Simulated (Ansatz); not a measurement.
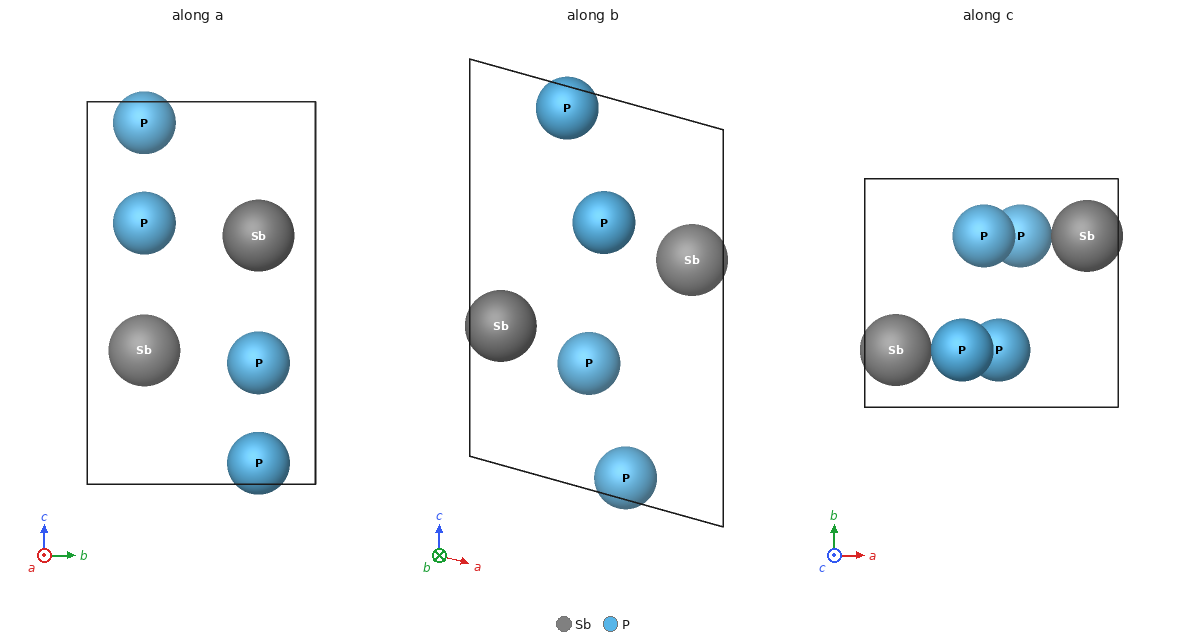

Spheres-only representation of a periodic structure, projected along the a axis, along the b axis and along the c axis. The conventional unit cell is drawn as a box.

Lattice parameters: a = 4.7744 Å, b = 4.1391 Å, c = 7.2036 Å, α = 90.000°, β = 105.592°, γ = 90.000°.

**Transcribe the picture into a CIF with its space group and independent sites, with free fractional coordinates to two decimals.**

```cif
data_structure
_symmetry_space_group_name_H-M 'P 21/m'
_symmetry_Int_Tables_number 11
_cell_length_a 4.7744
_cell_length_b 4.1391
_cell_length_c 7.2036
_cell_angle_alpha 90.000
_cell_angle_beta 105.592
_cell_angle_gamma 90.000
_cell_volume 137.12
loop_
_atom_site_label
_atom_site_type_symbol
_atom_site_symmetry_multiplicity
_atom_site_Wyckoff_symbol
_atom_site_fract_x
_atom_site_fract_y
_atom_site_fract_z
_atom_site_occupancy
Sb1 Sb 2 e 0.88 0.75 0.65 1
P1 P 2 e 0.38 0.25 0.95 1
P2 P 2 e 0.47 0.75 0.32 1
```

Provenance: a textbook structure type filled with these elements (whether it is the usual form wasn't checked). Atoms and cell were optimised with Ansatz, DFT PBE, scalar-relativistic, plane waves, PAW.
